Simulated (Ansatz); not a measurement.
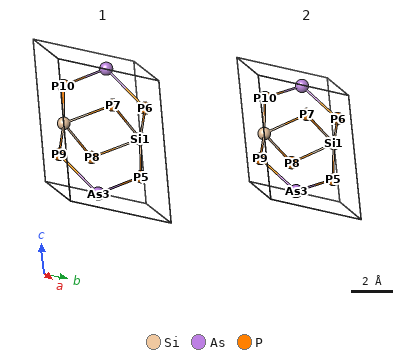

Two geometries of a crystal of SiAsP₃ (built on the CoNiO3-2 type type), drawn at one scale. One is the start of a relaxation, the other its converged end. The picture is a ball-and-stick view of the cell of the calculation, seen slightly off an axis.

Computed with Ansatz 0.2.0, DFT, PBEsol, plane waves, PAW. (plane-wave cutoff 420 eV; k-point mesh 4 × 4 × 4; occupations fermi dirac; smearing width 0.03 eV; no spin polarisation; cell and atoms relaxed; force threshold 0.01 eV/Å; at most 120 steps)

Q: Which geometry has the lower energy?

A: Structure 2 is the relaxed one. After 10 accepted moves (12 points after the start) the energy has fallen by 573 meV per atom. The largest force component goes from 0.52 to 0.0014 eV/Å. The pressure goes from −15.65 to −0.01 GPa. The line search rejected the trial step at point 8 of the run. The SCF was repeated once at an unchanged geometry on a basis and grid sized afresh for the cell, which shifted the energy by 0.5 meV per atom at most. The largest moves relative to the cell, 0.12 Å, are those of Si atoms. Largest moves by element: Si 0.12 Å, P 0.10 Å, As 0.09 Å. The drawn cell changes as follows: a 6.820 → 6.006 Å (−11.9 %), b 6.820 → 6.104 Å (−10.5 %), c 7.445 → 6.512 Å (−12.5 %), α 90.4° → 91.1°, β 116.8° → 117.5°; the volume changes by −32.0 %. Among the contacts that change: As–P 2.990 → 2.591 Å, As–P 2.810 → 2.425 Å, As–P 2.956 → 2.587 Å, As–P 2.986 → 2.621 Å. Among the angles between lasting bonds that change: P–Si–P 169.7° → 163.7°, P–Si–P 86.7° → 81.1°, P–Si–P 85.8° → 80.3°. Within 0.06 Å the space group is P-1 at the start and P-1 at the end; at a tighter tolerance small leftover displacements or strains of the cell lower it.
